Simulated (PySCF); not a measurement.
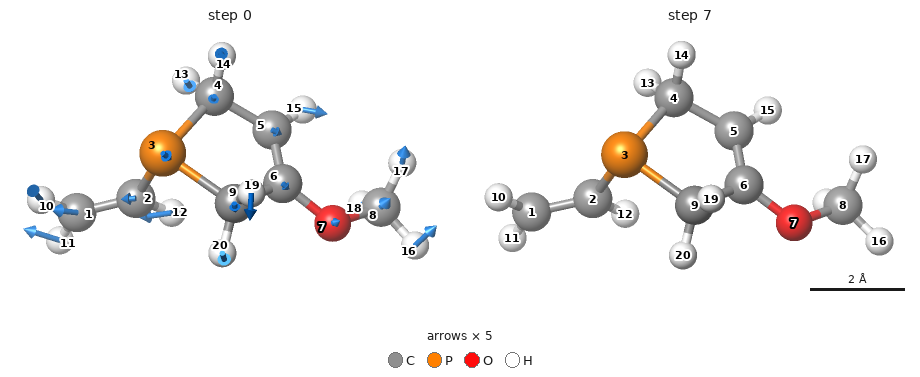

The structure of C₇H₁₁OP before (left) and after (right) a relaxation, at one scale. The blue arrows give the displacements, 5 times their true length.

Style: ball-and-stick. Shown face on.

The start comes from GFN2-xTB. Its atoms were then displaced at random by about 0.01 Å.

Theory: PySCF 2.14.0, density-fitted response routines, PBE0-D3(BJ)/def2-SVP geometry optimisation, gas phase. 

**Summarise the run.**

The atom that moves furthest after the best rigid fit is H11 (0.18 Å). Largest moves by element: H 0.18 Å, C 0.14 Å, P 0.07 Å, O 0.04 Å. Near-neighbour distances that change, for instance: C4–C5 1.463 → 1.499 Å, P3–C4 1.914 → 1.883 Å, C1–C2 1.305 → 1.335 Å, C4–H14 1.077 → 1.106 Å. Bond angles that change, for instance: H10–C1–H11 114.2° → 117.1°, C2–P3–C9 95.2° → 97.9°, P3–C4–H13 106.1° → 108.8°. The energy falls by 0.153 eV in 7 geometry steps. The run took 2.2 min on 1 thread of Arm Neoverse V2 (shared host).
